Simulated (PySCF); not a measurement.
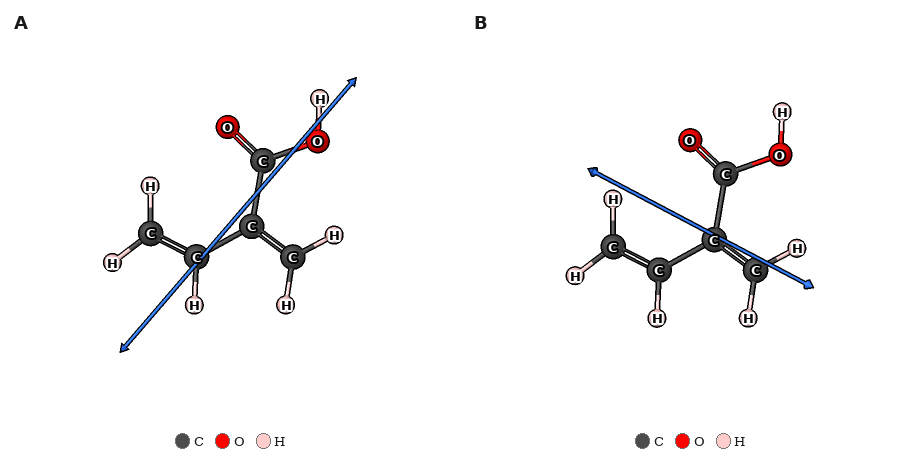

The double arrows show the directions of two transition dipoles from the ground state (lengths mean nothing). The computed structure is the end point of a PBE0-D3(BJ)/def2-SVP optimisation. No frequency run is at hand to confirm it as a minimum. Level of theory: TDDFT ωB97X-D/def2-SVPD, vertical, gas phase, core orbitals frozen in the response (PySCF 2.14.0).

Question. One belongs to singlet state 2 and one to singlet state 7. Which is which?

Answer. A: state 7, 7.37 eV (168 nm), oscillator strength 0.037, mainly HOMO−3 → LUMO (weight 0.94).
B: state 2, 5.13 eV (242 nm), oscillator strength 0.24, mainly HOMO → LUMO (weight 0.94).
